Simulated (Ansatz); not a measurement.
# C2F3N (cyanotrifluoromethane) at B2PLYP/cc-pVDZ

Aim: the electronic atomisation energy of C2F3N (cyanotrifluoromethane) at B2PLYP/cc-pVDZ, from 4 runs. 

The results are computed with Ansatz 0.2.0.

51 further runs of the same task are left out: 12 that didn't finish, 39 set aside as unsound or not needed.

## (1) The structure to begin with

C2F3N has 6 atoms, charge 0, and is taken as a singlet. As SMILES, `N#CC(F)(F)F`. Geometry: relaxed at PBE0-D4/def2-TZVP.

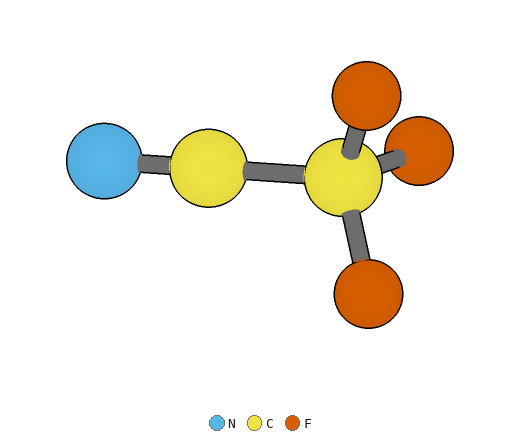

Viewed from a chosen angle; nitrogen blue, carbon yellow, fluorine orange.

## (2) The energy at B2PLYP/cc-pVDZ

run.yaml

```yaml
crystal:
  periodic: [false, false, false]
  atoms:
    - symbol: N
      position_ang: [1.022100, -1.705100, 0.893500]
    - symbol: C
      position_ang: [0.486200, -0.810600, 0.417800]
    - symbol: C
      position_ang: [-0.206400, 0.345600, -0.197200]
    - symbol: F
      position_ang: [-1.316000, -0.055800, -0.802300]
    - symbol: F
      position_ang: [0.581500, 0.927000, -1.091500]
    - symbol: F
      position_ang: [-0.525200, 1.234800, 0.733600]
basis:
  gaussian: {orbitals: cc-pVDZ}
hamiltonian: {xc: {name: B2PLYP}}
correlation: {frozen_orbitals: {C: 1, F: 1, "N": 1}}
accuracy: high
output: {orbitals: {seedname: orbitals}}
```

Started as:

```console
$ ansatz run run.yaml --threads 1 --pin off --max-ram 3480MiB --events-out events.jsonl --progress --plain --runs-dir runs
```

Log:

```text
Warning: RAYON_NUM_THREADS=1 ignored (pool sized by the plan → 1); use --threads N
Functional definition: B2PLYP
  name "B2PLYP"
  parameter a = 0.53
  parameter c = 0.27
  exchange = (1 - a)*b88_x + a*exact_x
  correlation = (1 - c)*lyp_c + c*(mp2_os + mp2_ss)
1829 factors; integrals over basis functions are off by at most 2.6e-9 eV
mean field evaluation 1: about -11690.9517 eV, gradient 5.1e1 eV
mean field evaluation 2: about -11691.4419 eV, gradient 5.2e1 eV
mean field evaluation 4: about -11696.1535 eV, gradient 9.4e0 eV
mean field evaluation 8: about -11696.3523 eV, gradient 5.9e-1 eV
mean field evaluation 16: about -11696.3532 eV, gradient 5.5e-5 eV
mean field -11696.35322697 eV, -429.8330530182 hartree, gradient 4.2e-8 eV, S^2 0.000000; 0 other end points of the search recorded, 0 dependent functions left out
6 core orbitals not correlated: weight in the atoms' cores, before any rotation towards them, 1.000 or more for the frozen orbitals, at most 0.000 for the correlated occupied ones
reference -11696.35324353 eV, -429.8330536266 hartree; 17, 17 occupied and 61, 61 virtual orbitals, 1829 factors
second order -31.72403534 eV of doubles, -0.00000000 eV of singles
Total energy: -11704.91873307 eV, -430.1478295613 hartree
```

Wall time 16 s (1 thread of Arm Neoverse N1, shared host); peak memory 0.26 GiB.

## (3) The C atom, same level

molecule.yaml

```yaml
crystal:
  periodic: [false, false, false]
  atoms:
    - symbol: C
      position_ang: [0.000000, 0.000000, 0.000000]
basis:
  gaussian: {orbitals: cc-pVDZ}
total_charge: 0
magnetization: {spin_polarized: true, initial_magnetization: 2}
hamiltonian: {xc: {name: B2PLYP}}
correlation: {frozen_orbitals: {C: 1}}
accuracy: high
```

Run the same way, it converges to -37.81596 Eh (log not shown).

## (4) The F atom at the same level

run.yaml

```yaml
crystal:
  periodic: [false, false, false]
  atoms:
    - symbol: F
      position_ang: [0.000000, 0.000000, 0.000000]
basis:
  gaussian: {orbitals: cc-pVDZ}
magnetization: {spin_polarized: true, initial_magnetization: 1}
hamiltonian: {xc: {name: B2PLYP}}
correlation: {frozen_orbitals: {F: 1}}
accuracy: high
```

Started as:

```console
$ ansatz run run.yaml --threads 1 --pin off --max-ram 3480MiB --events-out events.jsonl --progress --plain --runs-dir runs
```

Log (excerpt; [...] marks lines left out):

```text
Warning: RAYON_NUM_THREADS=1 ignored (pool sized by the plan → 1); use --threads N
[... 6 set-up lines as earlier in the session ...]
96 factors; integrals over basis functions are off by at most 1.7e-9 eV
mean field evaluation 1: about -2710.6617 eV, gradient 5.0e0 eV
mean field evaluation 2: about -2710.6619 eV, gradient 5.0e0 eV
mean field evaluation 4: about -2710.7268 eV, gradient 1.3e-1 eV
mean field evaluation 8: about -2710.7269 eV, gradient 1.0e-3 eV
mean field -2710.72691619 eV, -99.6173767733 hartree, gradient 5.8e-8 eV, S^2 0.751228; 0 other end points of the search recorded, 0 dependent functions left out
1 core orbitals not correlated: weight in the atoms' cores, before any rotation towards them, 1.000 or more for the frozen orbitals, at most 0.000 for the correlated occupied ones
reference -2710.72692285 eV, -99.6173770182 hartree; 4, 3 occupied and 9, 10 virtual orbitals, 96 factors
second order -4.38859694 eV of doubles, -0.00000000 eV of singles
Total energy: -2711.91184403 eV, -99.6609220682 hartree
```

Wall time 0.52 s (1 thread of Arm Neoverse N1, shared host).

## (5) The N atom at the same level

job.yaml

```yaml
basis:
  gaussian:
    orbitals: cc-pVDZ
crystal:
  periodic: [false, false, false]
  atoms:
    - {symbol: N, position_ang: [0.000000, 0.000000, 0.000000]}
magnetization:
  spin_polarized: true
  initial_magnetization: 3
hamiltonian:
  xc: {name: B2PLYP}
correlation:
  frozen_orbitals: {"N": 1}
accuracy: high
```

Run the same way, it converges to -54.54873 Eh (log not shown).

## (6) What came out

Level: B2PLYP/cc-pVDZ, 6 core orbitals frozen.

```
                                     quantity          value
                       molecule: total energy  -430.14783 Eh
  molecule: HOMO energy (SCF part's orbitals)      -12.21 eV
  molecule: LUMO energy (SCF part's orbitals)        1.16 eV
molecule: HOMO–LUMO gap (SCF part's orbitals)       13.37 eV
                         C atom: total energy   -37.81596 Eh
                                 C atom: ⟨S²⟩          2.004
                         F atom: total energy   -99.66092 Eh
                                 F atom: ⟨S²⟩          0.751
                         N atom: total energy   -54.54873 Eh
                                 N atom: ⟨S²⟩          3.753
                electronic atomisation energy      26.787 eV
```

In words: Taking the molecule apart into free atoms costs 26.79 eV (2585 kJ/mol), before zero-point energy and without spin-orbit coupling.
